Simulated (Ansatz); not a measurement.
# Single-point calculation, with input and output: CH7NSi

- system: CH7NSi
- method: RKS PBE0-D4/def2-TZVPP (Ansatz 0.2.0)

The geometry is the product side of a reaction. The reaction was set up to form N2–H4 and to break Si1–N2 and C3–H4 (atoms counted from 1 in the order of the input); sticks are drawn by distance alone. The geometry comes from this level: PBE0-D4/def2-TZVP.

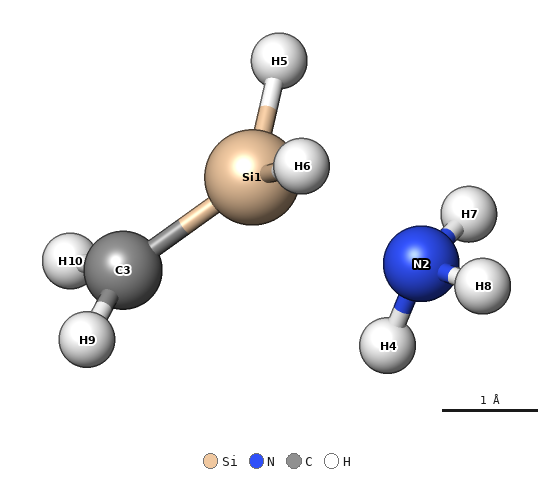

*The structure (ball-and-stick view, seen at a tilt; atoms are numbered from 1 in the order of the input).*

Results in brief:

```tsv
quantity	value
outcome	converged
total energy	−10512.4052 eV
mean-field energy	−10512.2740 eV
dispersion energy	−0.1312 eV
SCF solution under orbital rotations	stable
HOMO	−4.72 eV
LUMO	−0.03 eV
hardware	2 threads of Arm Neoverse V2, 23 GiB of memory available, shared host
wall time	2.1 s (CPU time 4 s)
peak memory	0.41 GiB
```

The input:
```yaml
crystal:
  periodic: [false, false, false]
  atoms:
    - {symbol: Si, position_ang: [-0.786579, -0.125380, 0.219136]}
    - {symbol: N, position_ang: [0.909979, 1.110328, 0.277991]}
    - {symbol: C, position_ang: [-0.484572, -1.552774, -0.677066]}
    - {symbol: H, position_ang: [1.570779, 0.569182, -0.274681]}
    - {symbol: H, position_ang: [-1.620214, 0.969142, -0.349895]}
    - {symbol: H, position_ang: [-0.867878, -0.161485, 1.705326]}
    - {symbol: H, position_ang: [0.782636, 2.018839, -0.159624]}
    - {symbol: H, position_ang: [1.295371, 1.246191, 1.208615]}
    - {symbol: H, position_ang: [-0.119104, -2.459069, -0.208574]}
    - {symbol: H, position_ang: [-0.680319, -1.615072, -1.741127]}
basis:
  gaussian: {orbitals: def2-TZVPP}
hamiltonian: {xc: pbe0, dispersion: d4}
output: {orbitals: {seedname: orbitals}}
```

Launch command:
```bash
ansatz run in.yaml --threads 2 --pin off --events-out ev --progress --plain --max-ram 4352MiB
```

What the program printed:
```
Functional definition: PBE0
  name "PBE0"
  cite "Adamo & Barone, J. Chem. Phys. 110, 6158 (1999) doi:10.1063/1.478522"
  cite "Perdew, Burke & Ernzerhof, Phys. Rev. Lett. 77, 3865 (1996) doi:10.1103/PhysRevLett.77.3865"
  parent pbe
  parameter a = 0.25
  parameter kappa = 0.804
  parameter beta = 0.06672455060314922
  exchange = (1 - a)*pbe_x(kappa = kappa, mu = beta*pi^2/3) + a*exact_x
  correlation = pbe_c(beta = beta)
1039 factors; their error is unknown
mean field evaluation 1: about -10500.4399 eV, gradient 7.3e1 eV
mean field evaluation 2: about -10478.0909 eV, gradient 9.9e1 eV
mean field evaluation 4: about -10512.0151 eV, gradient 1.1e1 eV
mean field evaluation 8: about -10512.2567 eV, gradient 1.1e-1 eV
mean field evaluation 16: about -10512.2739 eV, gradient 3.6e-5 eV
mean field -10512.27393297 eV, -386.3189415614 hartree, gradient 3.6e-5 eV, S^2 0.000000; 0 other end points of the search recorded, 0 dependent functions left out
reference -10512.27396323 eV, -386.3189426736 hartree; 17, 17 occupied and 185, 185 virtual orbitals, 1039 factors
Total energy: -10512.40517755 eV, -386.3237647107 hartree
```

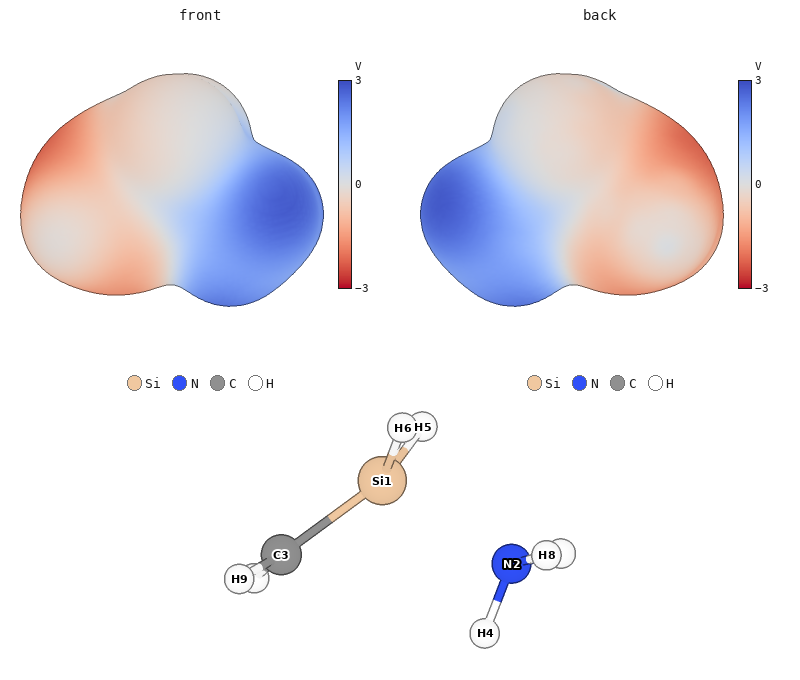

*The electrostatic potential painted on the density surface at 0.002 e/bohr³, seen at a tilt and from behind; the colour scale runs from red (negative) to blue (positive). The bare structure is drawn below in the same view.*

A positive charge is drawn to the negative regions and a negative charge to the positive ones.

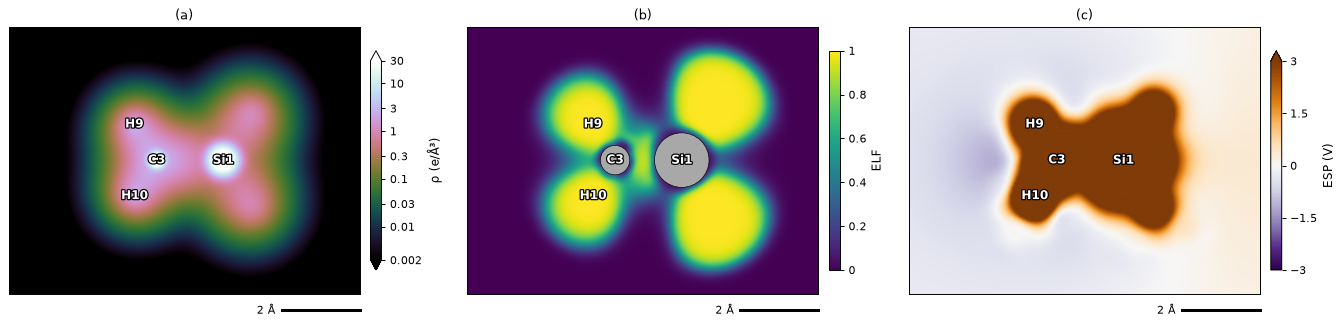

*(a) total electron density; (b) ELF; (c) molecular electrostatic potential on the plane of atoms Si1, C3 and H9. Grey discs, where drawn, cover atomic cores.*

The section cuts through Si, C and H sites. C–Si (1.71 Å): ρ is about 1.2 e/Å³ halfway; the ELF peaks at about 0.90 between the atoms (a covalent bond).

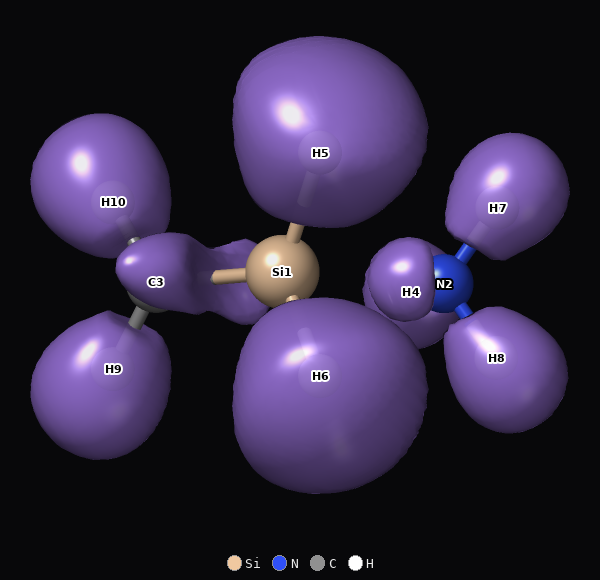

*Isosurface of the electron localisation function at 0.85 (purple), seen from the side. Only the valence region is drawn (cores and ρ < 0.01 e/Å³ removed).*

Along the contacts the grid gives the following. Si1···N2 (2.10 Å): the ELF peaks at about 0.95 between the atoms. C–Si (1.71 Å): the ELF peaks at about 0.90 between the atoms, as expected for localised, shared-pair bonding.

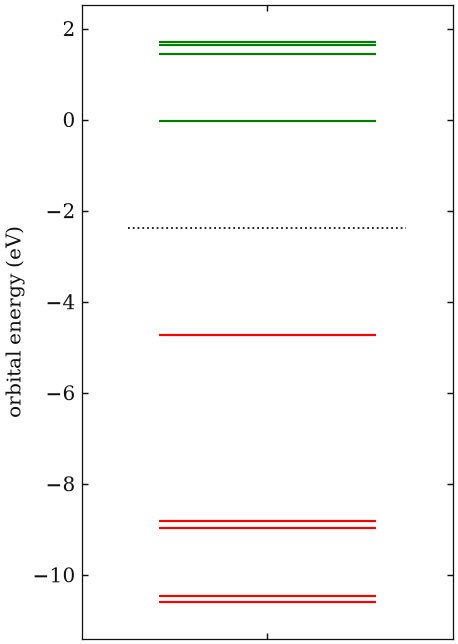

*Orbital energies near the frontier; the dotted line parts filled from empty levels, and levels within 0.02 eV of each other stand side by side.*

Highest filled −4.72 eV, lowest empty −0.03 eV, 4.69 eV apart.
